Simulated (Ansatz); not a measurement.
# Work function of Zn(0001): what the settings cost and change, part 2 of 2

Aim: the work function of Zn(0001) across levels of theory at one geometry.

Ansatz 0.2.0; plane-wave DFT, PBE, Ansatz PAW (the session's first sound run).

So far, work function, upper face (eV): step 2 (run, setting PBE, Ansatz PAW (420 eV)) 4.14; step 5 (RPBE) 4.00; step 6 (r2SCAN) 4.23; step 7 (PBE JTH) 4.14; step 8 (PBE norm-conserving) 4.14.

## 9. Slab

This step: plane-wave DFT, LDA, norm-conserving (Ansatz 0.2.0).

input.yaml

```yaml
crystal:
  lattice:
    - [2.66, 0.0, 0.0]
    - [1.33, 2.3036275741, 0.0]
    - [0.0, 0.0, 32.81088]
  atoms:
    - { symbol: Zn, position: [0.0, 0.0, 0.2742992568] }
    - { symbol: Zn, position: [0.6666666667, 0.6666666667, 0.3495328379] }
    - { symbol: Zn, position: [0.0, 0.0, 0.4247664189] }
    - { symbol: Zn, position: [0.6666666667, 0.6666666667, 0.5] }
    - { symbol: Zn, position: [0.0, 0.0, 0.5752335811] }
    - { symbol: Zn, position: [0.6666666667, 0.6666666667, 0.6504671621] }
    - { symbol: Zn, position: [0.0, 0.0, 0.7257007432] }
kpoints:
  mp_grid: { grid: [18, 18, 1] }
hamiltonian:
  xc: lda
  pseudopotentials: { kind: nc }
scf:
  occupations: { method: fermi_dirac, width: 0.1 }
  convergence: { dr2_threshold: 1.0e-09 }
efield:
  axis: 3
  dipole_correction: true
  ramp_position: 0.97
  ramp_width: 0.06
output:
  write_potential: true
  write_density: true
  volumetric_format: npy
```

Launch:

```
ansatz run input.yaml --threads 4 --pin off --max-ram 6144MiB --backend cpu --events-out ev --progress --plain --runs-dir out
```

Numbers of over 12 decimals in the logs are rounded to 6 here.

Log:

```text
[...]
Crystal: 7 atoms, lattice volume = 201.054 Å³
Basis set: ecut = 1142.878222 eV, 17755 PW (Γ)
Bands: 84, of which v1, the nominal top of the filled ones, is band 70 counted from 1 (69 counted from 0)
Symmetry: 6 space group operations
k-points: 37 of 324 (time reversal used)
[...]
k-point 0: bands = [... 66 lower, -1.3103, -1.0975, 0.0239, 1.5122, 2.7923, 4.7044, 6.5876, 8.3711, ... 10 higher]
  k-point 1: bands = [... 66 lower, -1.3126, -0.9681, 0.1197, 1.5825, 2.9166, 4.7979, 6.6755, 8.4557, ... 10 higher]
  k-point 2: bands = [... 66 lower, -1.2821, -0.7041, 0.3805, 1.7905, 3.2778, 5.0786, 6.9387, 8.7091, ... 10 higher]
  k-point 36: bands = [... 66 lower, 5.9869, 6.0443, 6.3248, 6.3589, 6.7181, 6.9136, 6.9755, 7.6549, ... 10 higher]
[key lines of the parts left out:]
SCF converged after 10 iterations
Free energy (F): -39794.641926 eV
Fermi energy:    5.597284 eV
Dipole field:    D = -0.000000 V/Å  (p = -0.000000 e·Å, saw-weighted, corrected)
Work function:   Φ+ = 4.4514 eV   Φ− = 4.4514 eV
```

Run time: 4 min. Hardware: 4 threads of Arm Neoverse N1, shared host; peak memory 3.1 GiB; 14 min of CPU time.

The work function is 4.451 eV, +0.311 eV from the run “PBE, Ansatz PAW (420 eV)”, at 7.3 times its CPU time.

## 10. Run, setting PBE, all layers relaxed

This step: plane-wave DFT, PBE, Ansatz PAW (Ansatz 0.2.0).

input.yaml, as its differences from that of step 9:

```diff
@@ -16,4 +16,3 @@
 hamiltonian:
-  xc: lda
-  pseudopotentials: { kind: nc }
+  xc: pbe
 scf:
@@ -26,2 +25,5 @@
   ramp_width: 0.06
+relax:
+  f_tol: 0.01
+  max_steps: 40
 output:
```

Log:

```text
[...]
Crystal: 7 atoms, lattice volume = 201.054 Å³
Basis set: ecut = 420 eV, 3991 PW (Γ), exchange–correlation on 36×36×450 points (8 copies of the dense FFT grid, shifted against one another)
Bands: 51, of which v1, the nominal top of the filled ones, is band 42 counted from 1 (41 counted from 0)
Symmetry: 6 space group operations
[...]
- { symbol: Zn, position: [0.666667, 0.666667, 0.347264] }
    - { symbol: Zn, position: [1.736578716392651e-18, 0, 0.422864] }
    - { symbol: Zn, position: [0.666667, 0.666667, 0.500000] }
    - { symbol: Zn, position: [-1.736577353668889e-18, 0, 0.577136] }
    - { symbol: Zn, position: [0.666667, 0.666667, 0.652736] }
    - { symbol: Zn, position: [-3.188282151297468e-18, 0, 0.729193] }
[key lines of the parts left out:]
SCF converged after 9 iterations
Free energy (F): -23233.003344 eV
Fermi energy:    3.878782 eV
Dipole field:    D = -0.000000 V/Å  (p = -0.000000 e·Å, saw-weighted, corrected)
Work function:   Φ+ = 4.1186 eV   Φ− = 4.1186 eV
```

It took 82 s on 4 threads; peak memory 0.66 GiB; 4 min of CPU time.

The relaxation took 3 steps and lowered the energy by 0.0061 eV; the largest force on the free atoms ends at 0.0019 eV/Å.

The work function is 4.119 eV, -0.022 eV from the run “PBE, Ansatz PAW (420 eV)”, at 2.1 times its CPU time.

## 11. The series together

Times are for 4 threads of Arm Neoverse N1, shared host. The runs compared:

| no. | setting | work function, upper face (eV) | time | memory (GiB) |
| --- | --- | --- | --- | --- |
| 1 | PBE, Ansatz PAW (420 eV) | 4.140 | 35 s | 0.73 |
| 2 | LDA, Ansatz PAW (420 eV) | 4.447 | 35 s | 0.72 |
| 3 | PBEsol, Ansatz PAW (420 eV) | 4.252 | 37 s | 0.72 |
| 4 | RPBE, Ansatz PAW (420 eV) | 4.000 | 35 s | 0.73 |
| 5 | r2SCAN, Ansatz PAW (500 eV) | 4.226 | 96 s | 1.1 |
| 6 | PBE, JTH PAW (1080 eV) | 4.140 | 3.1 min | 2.3 |
| 7 | PBE, norm-conserving (1143 eV) | 4.144 | 4.2 min | 3.1 |
| 8 | LDA, norm-conserving (1143 eV) | 4.451 | 4 min | 3.1 |
| 9 | PBE, all layers relaxed | 4.119 | 82 s | 0.66 |

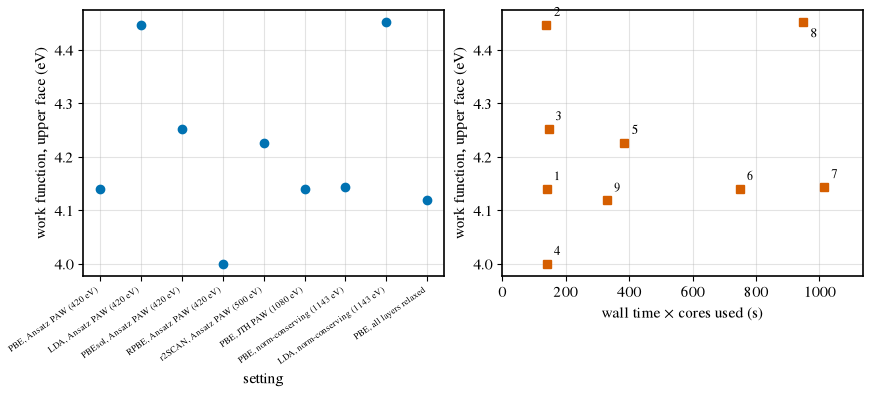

The series as plots; the last panel sets the first result against cost, with the runs numbered as in the table.

## 12. Varying the input

An input spoilt on purpose, to show how the run answers: it repeats the earlier run “PBE, Ansatz PAW (420 eV)” with scf.n_extra_bands to 0 and scf.occupations from method: fermi_dirac, width: 0.1 to method: fermi_dirac, width: 0.3, and scf.max_iter set to 75; its output block differs too.

input.yaml, as its differences from that of step 10:

```diff
@@ -18,4 +18,6 @@
 scf:
-  occupations: { method: fermi_dirac, width: 0.1 }
+  occupations: { method: fermi_dirac, width: 0.3 }
   convergence: { dr2_threshold: 1.0e-09 }
+  n_extra_bands: 0
+  max_iter: 75
 efield:
@@ -25,5 +27,2 @@
   ramp_width: 0.06
-relax:
-  f_tol: 0.01
-  max_steps: 40
 output:
```

Log:

```text
Error: inconsistent input (scf.n_extra_bands, scf.occupations.method): n_bands = 42 leaves no empty band above the 42 bands per channel that the deck's 84 electrons occupy, and the occupations search for the Fermi level (a smearing at a finite width, or tetrahedra): a level found among occupied bands alone can fill a metal as an insulator; raise scf.n_extra_bands until at least 43 bands are solved (omitted, it auto-derives to 57) (see scf.n_extra_bands in the input reference)
```

Run time: 0.08 s. Hardware: 4 threads; peak memory 0.1 GiB.

The program refused the input before any cycle.

The program's message: “Error: inconsistent input (scf.n_extra_bands, scf.occupations.method): n_bands = 42 leaves no empty band above the 42 bands per channel that the deck's 84 electrons occupy, and the occupations search …”

The fault put into the input: too few bands.

## 13. Summary of results

```
work function, PBE, Ansatz PAW (420 eV)       : 4.140 eV
work function, LDA, Ansatz PAW (420 eV)       : 4.447 eV
work function, RPBE, Ansatz PAW (420 eV)      : 4.000 eV
work function, r2SCAN, Ansatz PAW (500 eV)    : 4.226 eV
work function, LDA, norm-conserving (1143 eV) : 4.451 eV
work function, PBE, all layers relaxed        : 4.119 eV
```

PBE on the default files gives 4.14 eV, and the settings tried spread the value from 4.00 to 4.45 eV. At one geometry LDA lies 0.31 eV above PBE. The choice of pseudopotentials moves the PBE value by 0.004 eV. Relaxing the layers changes it by -0.022 eV. The ladder's slabs use the tabulated experimental lattice constant (two decimals; a low-temperature value for the alkali metals).

[Logs are printed without paths, hosts, clocks, repeated set-up lines and the standing remarks that a program may print on its own settings, such as how far it seeks lower states.]

[Hosts, paths, dates, database ids (printed as entryN), source tags and the programs' standing remarks are cut or masked in the printed files.]

[Maps of the electrostatic potential energy from Ansatz leave out the sawtooth potential of an applied field or a dipole correction, so their vacuum need not be flat; planar profiles and work functions include it.]
